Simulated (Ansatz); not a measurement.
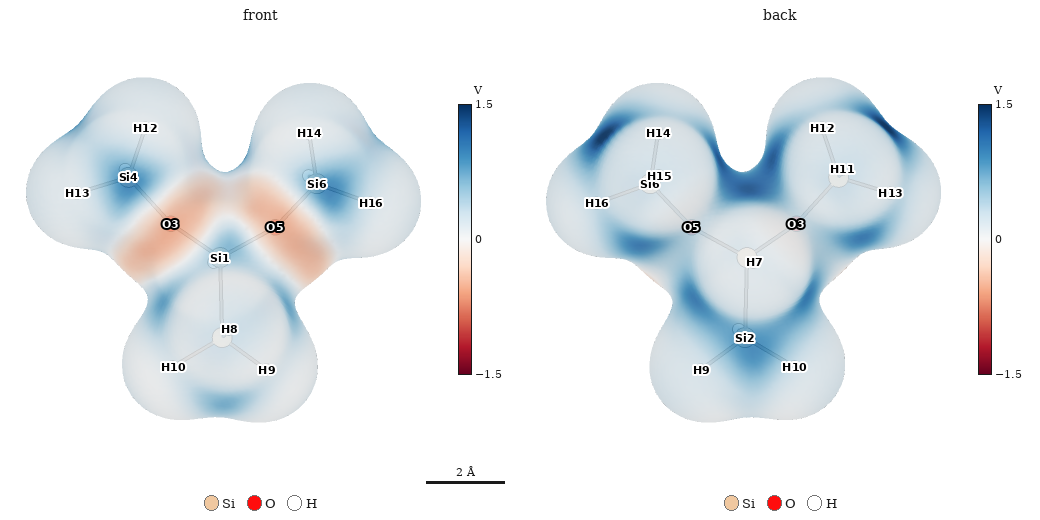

The picture shows: H10O2Si4. The electrostatic potential painted on the density surface at 0.002 e/bohr³, seen from the front and from behind; red is negative and blue positive.

Level of theory: DFT PBE, Gaussian basis def2-TZVP (Ansatz).

Input file:

```
crystal:
  periodic: [false, false, false]
  atoms:
    - { symbol: Si, position_ang: [-0.024451, -0.099596, -0.743183] }
    - { symbol: Si, position_ang: [-0.088701, 2.044411, -0.084752] }
    - { symbol: O, position_ang: [0.711071, -1.090649, 0.464872] }
    - { symbol: Si, position_ang: [2.133969, -1.356158, 1.396532] }
    - { symbol: O, position_ang: [-1.610235, -0.668986, -1.122451] }
    - { symbol: Si, position_ang: [-2.526425, -1.999226, -1.724184] }
    - { symbol: H, position_ang: [0.748822, -0.144137, -1.99664] }
    - { symbol: H, position_ang: [-0.758221, 2.144797, 1.219985] }
    - { symbol: H, position_ang: [-0.825369, 2.836273, -1.080546] }
    - { symbol: H, position_ang: [1.282238, 2.561564, 0.034354] }
    - { symbol: H, position_ang: [3.270164, -1.668006, 0.514717] }
    - { symbol: H, position_ang: [1.912474, -2.500606, 2.2923] }
    - { symbol: H, position_ang: [2.44002, -0.175008, 2.21863] }
    - { symbol: H, position_ang: [-2.33718, -3.188803, -0.880757] }
    - { symbol: H, position_ang: [-2.152919, -2.295057, -3.11622] }
    - { symbol: H, position_ang: [-3.952785, -1.644152, -1.699144] }
basis:
  gaussian: { orbitals: def2-TZVP }
hamiltonian:
  xc: pbe
relax:
  f_tol: 0.002
  max_steps: 300
output:
  orbitals: {}
```

Command:

```sh
ansatz run input.yaml --threads 4 --pin off --max-ram 8192MiB --backend cpu --events-out ev --progress --plain --runs-dir out
```

The fields are those of the relaxed geometry.

Q: Describe the electrostatic potential map.

A: The most negative region (about −0.5 V, or −12 kcal/mol for a unit charge) lies over O3 and O5, the most positive (about +1.4 V, or +32 kcal/mol for a unit charge) over Si4 and Si6.
